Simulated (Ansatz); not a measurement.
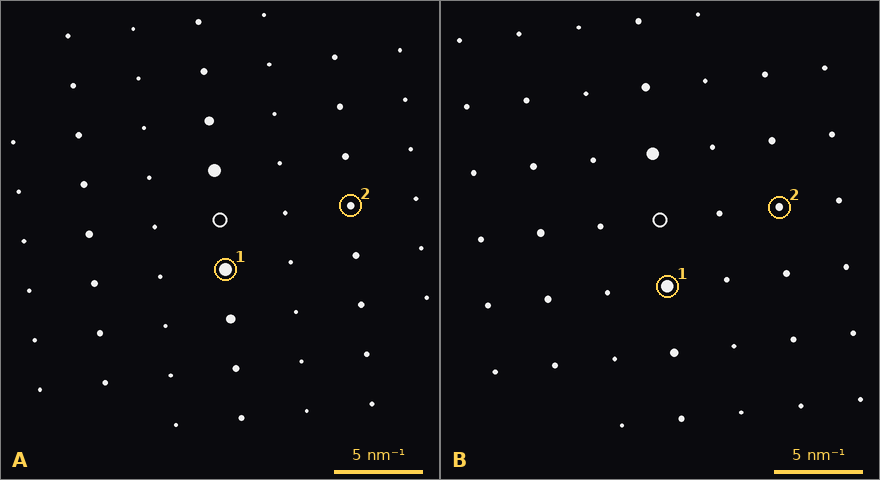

Kinematic electron diffraction patterns (120 kV, B = 0.5 Å², same scale) along [1-10] of the run's own cell, for the start and the end of one relaxation of GeS3 with Ansatz, DFT r2SCAN, scalar-relativistic, plane waves, PAW. k mesh 6×6×8. The start is a generated model structure, and the relaxation ends in the nearest stationary point of its symmetry, not necessarily the ground state. Spot 1 is 0 0 -2 and spot 2 is 2 2 0 in both.

Start structure:

```
CELL_PARAMETERS angstrom
5.82844 0.00000 0.00000
-2.91422 5.04757 0.00000
0.00000 0.00000 5.24566
ATOMIC_POSITIONS crystal
Ge 0.33333 0.66667 0.25000
Ge 0.66667 0.33333 0.75000
S 0.79933 0.59866 0.25000
S 0.20067 0.79933 0.75000
S 0.40134 0.20067 0.25000
S 0.20067 0.40134 0.75000
S 0.79933 0.20067 0.25000
S 0.59866 0.79933 0.75000
```

**Which pattern belongs to the start structure, and which to the relaxed one?**

B is the start: its cell gives d(1) = 2.623 Å, d(2) = 1.457 Å and an angle of 90.0°. A is the relaxed structure, with d(1) = 3.512 Å (+33.9 %), d(2) = 1.331 Å (-8.7 %) and 90.0°.

**Summarise the relaxation behind the change.**

The volume changed by +11.7 % to 21.55 Å³ an atom; with the mean shift removed, the atoms moved by up to 0.12 Å relative to the cell (S most); the space group stayed P6_3/mmc (No. 194); the free energy fell by 72 meV an atom. Relaxed cell: a = 5.323 Å, b = 5.323 Å, c = 7.025 Å, α = 90.00°, β = 90.00°, γ = 120.00°.
